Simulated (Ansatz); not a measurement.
# Geometry relaxation of BSi2NH7F (part 2 of 2)

BSi2NH7F; UKS B3LYP-D4/STO-3G (Ansatz 0.2.0). It belongs to a series of runs on one base structure; here: start relaxed.

Geometry of the input (Å):
```
B  -1.1438  1.4857  0.8735
Si -0.0871  -0.0321  1.1883
N  1.1981  -0.1195  -0.0414
Si 0.6178  -0.7584  -1.5551
F  -0.5274  0.3414  -2.2361
H  -0.7092  2.6239  0.8606
H  -2.3180  1.4008  0.6447
H  -0.8677  -1.2317  1.1481
H  0.5155  0.1133  2.5699
H  1.9110  -0.8344  0.3428
H  -0.1660  -2.0370  -1.2720
H  1.6537  -1.0072  -2.4893
```

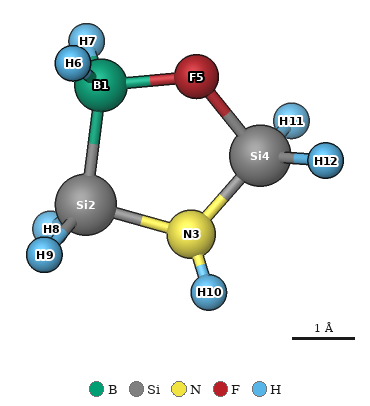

Fig. 1: The geometry at step 12 of the log (ball-and-stick view, seen on its broad side; atoms are numbered from 1 in the order of the input).

### Trajectory as extended XYZ, continued
```
12
Properties=species:S:1:pos:R:3:forces:R:3 step=6 energy=-20503.99430
B    -1.0902    1.3202    0.4189    0.6829  -0.7898  -1.9940
Si   -0.0402   -0.0815    1.3742   -0.2412   0.4607  -0.1023
N     1.1808   -0.4446    0.1379   -0.4583  -0.2982  -0.6763
Si    0.4980   -0.6311   -1.4754    0.9840  -0.4960   1.2202
F    -0.6048    0.6357   -1.4439   -0.7133   0.9373   1.5917
H    -0.6253    2.3963    0.2837   -0.0599  -0.2526   0.0761
H    -2.2531    1.2334    0.2699    0.1267  -0.0681   0.0532
H    -0.8256   -1.2709    1.6792    0.1336   0.0026   0.0815
H     0.6424    0.3098    2.5951   -0.0653  -0.0100  -0.1134
H     1.9339   -1.1108    0.4009    0.0857  -0.0655  -0.0798
H    -0.2559   -1.8657   -1.6902   -0.1440   0.2845  -0.0993
H     1.5169   -0.5460   -2.5164   -0.3309   0.2950   0.0423
12
Properties=species:S:1:pos:R:3:forces:R:3 step=7 energy=-20504.75629
B    -1.0418    1.2537    0.2422    0.1687  -0.2490  -0.5293
Si   -0.0467   -0.0712    1.3605   -0.3745   0.4762   0.3495
N     1.1877   -0.4757    0.1577   -0.3179  -0.3319  -0.6767
Si    0.4966   -0.6183   -1.4294    0.7495  -0.3689   1.0763
F    -0.6353    0.6816   -1.2559   -0.2216   0.2583   0.1128
H    -0.6151    2.3622    0.2541   -0.0319  -0.4586  -0.1229
H    -2.2283    1.2088    0.2408    0.4341  -0.1498  -0.1300
H    -0.8127   -1.2667    1.6865    0.1431  -0.0538   0.0737
H     0.6310    0.3264    2.5823   -0.0626   0.0259  -0.1373
H     1.9512   -1.1288    0.4067    0.2020  -0.0894  -0.0521
H    -0.2803   -1.8317   -1.6983   -0.2790   0.4982  -0.0492
H     1.4704   -0.4955   -2.5131   -0.4099   0.4428   0.0852
12
Properties=species:S:1:pos:R:3:forces:R:3 step=8 energy=-20504.86960
B    -0.9958    1.1674    0.1356   -0.7468   0.9375   1.7265
Si   -0.0547   -0.0605    1.4068   -0.2403  -0.0667  -0.1029
N     1.1652   -0.5466    0.2093   -0.0475  -0.3746  -0.6101
Si    0.5049   -0.6091   -1.3797    0.2213  -0.2037   0.2212
F    -0.6238    0.7057   -1.2188    0.8798  -1.0463  -1.9958
H    -0.5779    2.2687    0.1593   -0.0879   0.0271   0.2917
H    -2.1716    1.1104    0.1350    0.0046   0.0202   0.1595
H    -0.7583   -1.2787    1.7992    0.0375   0.1365   0.1037
H     0.6384    0.3968    2.5925    0.0060   0.1072  -0.0401
H     1.9537   -1.1803    0.4429    0.0265   0.0851  -0.0621
H    -0.4110   -1.6977   -1.7525    0.1627   0.3341   0.0645
H     1.4078   -0.3312   -2.4956   -0.2160   0.0434   0.2439
12
Properties=species:S:1:pos:R:3:forces:R:3 step=9 energy=-20505.02298
B    -1.0243    1.1757    0.1661    0.0592  -0.0481   0.1179
Si   -0.0486   -0.0583    1.3949   -0.1128  -0.1047   0.0366
N     1.1536   -0.6134    0.2010   -0.1841  -0.2508  -0.4340
Si    0.5285   -0.6285   -1.4006    0.0361   0.0950   0.4683
F    -0.5821    0.6854   -1.2585    0.0345   0.1270  -0.1210
H    -0.6222    2.2786    0.2153   -0.0575   0.0107   0.0062
H    -2.1958    1.0894    0.1484    0.0353  -0.0294  -0.0267
H    -0.7577   -1.2390    1.8822    0.0689   0.1357   0.0155
H     0.6583    0.4752    2.5423    0.0446   0.0155  -0.0727
H     1.9345   -1.2543    0.4404   -0.0268   0.1190  -0.0035
H    -0.4061   -1.6682   -1.8149    0.1212  -0.0183  -0.0376
H     1.4389   -0.2978   -2.4826   -0.0185  -0.0514   0.0509
12
Properties=species:S:1:pos:R:3:forces:R:3 step=10 energy=-20505.05565
B    -1.0525    1.1501    0.1753   -0.0066   0.2657  -0.0344
Si   -0.0415   -0.0386    1.4127    0.2051  -0.3189  -0.2905
N     1.0486   -0.7356    0.1794   -0.2252   0.0837   0.8620
Si    0.5125   -0.6005   -1.4058    0.2276  -0.3421  -0.6038
F    -0.5426    0.7485   -1.2649   -0.0274   0.0052   0.1190
H    -0.7129    2.2713    0.2747   -0.0933   0.0071  -0.0570
H    -2.2175    1.0119    0.0917    0.0775  -0.0922   0.0979
H    -0.7324   -1.1498    2.0477   -0.0260   0.0786   0.0803
H     0.8098    0.5454    2.4322   -0.0885   0.0384  -0.0140
H     1.8352   -1.3509    0.4361    0.1344   0.0224  -0.0865
H    -0.3441   -1.6475   -1.9471   -0.1338   0.1870  -0.0203
H     1.5142   -0.2596   -2.3980   -0.0438   0.0651  -0.0528
12
Properties=species:S:1:pos:R:3:forces:R:3 step=11 energy=-20505.11084
B    -1.0598    1.1383    0.1785    0.1218  -0.1473  -0.0504
Si   -0.0345   -0.0590    1.4043   -0.1240   0.0275   0.5047
N     0.9591   -0.9129    0.1990    0.0546  -0.0505   0.0039
Si    0.5274   -0.6274   -1.4227   -0.0032  -0.1379  -0.1263
F    -0.4497    0.7846   -1.2308   -0.1515   0.0818  -0.0943
H    -0.8206    2.2831    0.2898    0.0126  -0.0377   0.0479
H    -2.2096    0.9068    0.0835    0.0954  -0.0663  -0.0853
H    -0.7639   -1.0425    2.2103    0.1657   0.1804  -0.2283
H     0.8789    0.5916    2.3380   -0.0539  -0.1558  -0.1707
H     1.8799   -1.3281    0.4437   -0.2209   0.1660  -0.1687
H    -0.4050   -1.5355   -2.0962    0.1171   0.2148   0.2325
H     1.5746   -0.2543   -2.3634   -0.0137  -0.0750   0.1350
12
Properties=species:S:1:pos:R:3:forces:R:3 step=12 energy=-20505.13078
B    -1.0483    1.1314    0.1689   -0.0090  -0.0473   0.0004
Si   -0.0354   -0.0542    1.4141   -0.0886  -0.0266   0.1602
N     0.9541   -0.9020    0.2031   -0.6165   0.1954  -0.3650
Si    0.5272   -0.6267   -1.4228   -0.0777  -0.0886   0.1492
F    -0.4352    0.7980   -1.2423   -0.0578   0.1733   0.0552
H    -0.8337    2.2802    0.3006   -0.0120  -0.0750  -0.0239
H    -2.1899    0.8685    0.0588    0.0631   0.0006  -0.0495
H    -0.7698   -1.0444    2.1969    0.1017   0.1313  -0.1063
H     0.8948    0.5691    2.3423   -0.0428  -0.0684  -0.0694
H     1.8721   -1.2853    0.4327    0.6188  -0.1924   0.0966
H    -0.4472   -1.5060   -2.0624    0.1362   0.0963   0.0957
H     1.5882   -0.2837   -2.3558   -0.0154  -0.0987   0.0568
12
Properties=species:S:1:pos:R:3:forces:R:3 step=13 energy=-20505.16617
B    -1.0423    1.1276    0.1646    0.0353   0.0446  -0.2363
Si   -0.0518   -0.0791    1.4059    0.0350   0.0508   0.1692
N     0.9789   -0.9088    0.2090    0.2196  -0.1691  -0.1075
Si    0.5092   -0.6295   -1.3960   -0.0050  -0.0547  -0.1365
F    -0.3429    0.8754   -1.2229   -0.0069   0.0970   0.0202
H    -0.8679    2.2759    0.3408   -0.0322  -0.0474   0.0683
H    -2.1656    0.8389   -0.0326    0.0394  -0.0283   0.0580
H    -0.7974   -1.0766    2.1471   -0.0284  -0.0521   0.0314
H     0.8686    0.5146    2.3519    0.0084   0.0413   0.0546
H     1.9798   -1.1206    0.4002   -0.2809   0.1181   0.0207
H    -0.5511   -1.4393   -1.9617   -0.0505  -0.0239   0.0623
H     1.5593   -0.4339   -2.3724    0.0660   0.0238  -0.0045
12
Properties=species:S:1:pos:R:3:forces:R:3 step=14 energy=-20505.17532
B    -1.0318    1.1173    0.1508   -0.0596   0.1345  -0.0888
Si   -0.0516   -0.0839    1.4087    0.0218   0.0724   0.0178
N     0.9662   -0.9346    0.2026    0.5857  -0.1827   0.1898
Si    0.5014   -0.6283   -1.3978   -0.0092   0.0088  -0.2410
F    -0.2755    0.9272   -1.2172   -0.0372  -0.0036   0.1085
H    -0.9142    2.2671    0.3777   -0.0330  -0.1416  -0.0491
H    -2.1385    0.7810   -0.0789    0.1235   0.0279   0.0009
H    -0.8026   -1.0689    2.1617   -0.0112  -0.0467   0.0110
H     0.8737    0.5178    2.3480    0.0151  -0.0110  -0.0011
H     1.9905   -1.0659    0.3833   -0.5416   0.0843  -0.0355
H    -0.6114   -1.3894   -1.9342    0.0272   0.0304   0.0472
H     1.5708   -0.4946   -2.3708   -0.0815   0.0275   0.0404
12
Properties=species:S:1:pos:R:3:forces:R:3 step=15 energy=-20505.18132
B    -1.0343    1.1159    0.1491   -0.0254   0.0807  -0.0814
Si   -0.0454   -0.0759    1.4119   -0.0079  -0.0235   0.0131
N     0.9548   -0.9503    0.2049    0.1648  -0.0473   0.0490
Si    0.5026   -0.6247   -1.4000   -0.0186   0.0318  -0.0425
F    -0.2629    0.9355   -1.2095    0.0018  -0.0188   0.0634
H    -0.9420    2.2671    0.3719   -0.0155  -0.1010  -0.0213
H    -2.1301    0.7586   -0.0952    0.0750   0.0143   0.0282
H    -0.7906   -1.0573    2.1795   -0.0019   0.0192  -0.0033
H     0.8970    0.5239    2.3374   -0.0092  -0.0106  -0.0232
H     1.9673   -1.0947    0.3924   -0.1339   0.0330  -0.0057
H    -0.6136   -1.3752   -1.9418    0.0212   0.0198   0.0137
H     1.5741   -0.4782   -2.3666   -0.0506   0.0023   0.0099
12
Properties=species:S:1:pos:R:3:forces:R:3 step=16 energy=-20505.18155
B    -1.0314    1.1168    0.1467   -0.0121  -0.0217  -0.0277
Si   -0.0516   -0.0797    1.4108    0.0805   0.0319   0.0266
N     0.9584   -0.9464    0.2051    0.1134  -0.0899   0.0453
Si    0.5047   -0.6253   -1.4003   -0.0097  -0.0292   0.0214
F    -0.2451    0.9368   -1.1992   -0.0591   0.1259  -0.0336
H    -0.9491    2.2662    0.3717    0.0010  -0.0483  -0.0109
H    -2.1209    0.7497   -0.1016    0.0165   0.0220  -0.0161
H    -0.7964   -1.0601    2.1795   -0.0033   0.0034  -0.0134
H     0.8973    0.5171    2.3316   -0.0297  -0.0099   0.0051
H     1.9703   -1.0778    0.4002   -0.0906   0.0101  -0.0251
H    -0.6236   -1.3642   -1.9304    0.0114  -0.0053   0.0079
H     1.5642   -0.4882   -2.3801   -0.0184   0.0110   0.0206
12
Properties=species:S:1:pos:R:3:forces:R:3 step=17 energy=-20505.18321
B    -1.0306    1.1129    0.1443    0.0033   0.0154  -0.0133
Si   -0.0449   -0.0779    1.4115   -0.0198   0.0039  -0.0064
N     0.9578   -0.9558    0.2071    0.0092  -0.0253   0.0044
Si    0.5021   -0.6229   -1.3971   -0.0116   0.0027   0.0110
F    -0.2409    0.9463   -1.2002    0.0045   0.0094  -0.0155
H    -0.9569    2.2610    0.3727   -0.0062  -0.0091   0.0030
H    -2.1165    0.7415   -0.1121    0.0092   0.0002   0.0118
H    -0.7974   -1.0520    2.1800    0.0051  -0.0048   0.0011
H     0.9013    0.5179    2.3341   -0.0029   0.0026   0.0008
H     1.9696   -1.0818    0.3970    0.0066   0.0005  -0.0055
H    -0.6276   -1.3588   -1.9271    0.0027  -0.0009   0.0083
H     1.5609   -0.4858   -2.3761   -0.0001   0.0053   0.0003
12
Properties=species:S:1:pos:R:3:forces:R:3 step=18 energy=-20505.18341
B    -1.0287    1.1133    0.1421   -0.0084   0.0055  -0.0018
Si   -0.0460   -0.0793    1.4101    0.0065  -0.0073  -0.0013
N     0.9594   -0.9605    0.2079   -0.0019   0.0017   0.0100
Si    0.5012   -0.6221   -1.3950    0.0141  -0.0199  -0.0123
F    -0.2351    0.9504   -1.2003   -0.0038   0.0110   0.0014
H    -0.9596    2.2606    0.3744    0.0022  -0.0034  -0.0004
H    -2.1131    0.7394   -0.1161    0.0044   0.0010   0.0010
H    -0.7984   -1.0542    2.1778    0.0006   0.0018  -0.0008
H     0.8986    0.5177    2.3336   -0.0007  -0.0002   0.0022
H     1.9734   -1.0758    0.3956   -0.0053   0.0052  -0.0018
H    -0.6320   -1.3562   -1.9187   -0.0050   0.0001   0.0008
H     1.5573   -0.4884   -2.3775   -0.0029   0.0045   0.0030
```

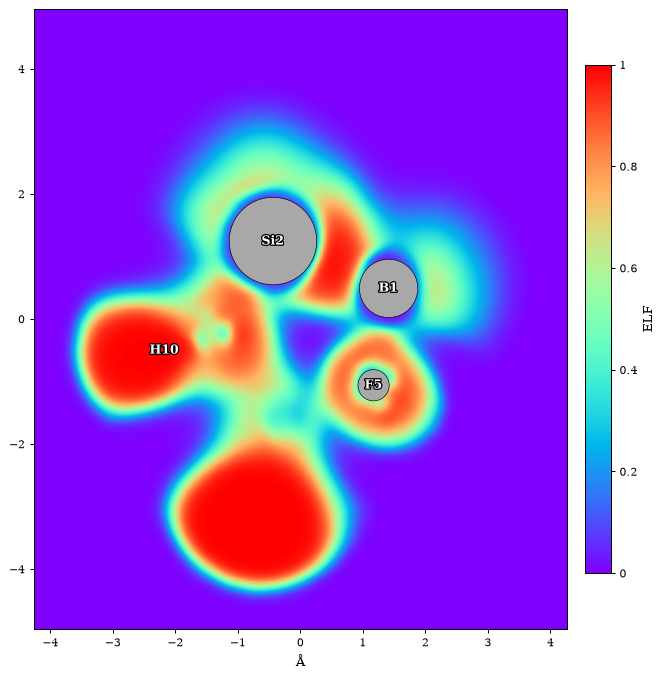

Fig. 2: Electron localisation function on the plane of atoms Si2, B1 and F5. Grey discs, where drawn, cover atomic cores. The plane passes through B, Si, F and H nuclei.

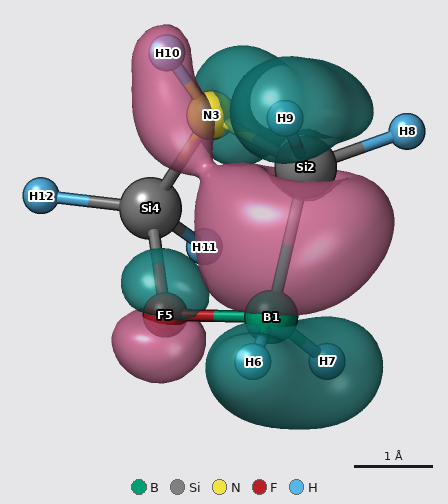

Fig. 3: The HOMO−1 (β) at ±0.1 Å⁻³ᐟ² (teal and pink are the two phases), seen at an oblique angle. It lies mainly on Si2 (30 %), B1 (25 %), N3 (15 %) and F5 (10 %). Its energy is −5.03 eV.
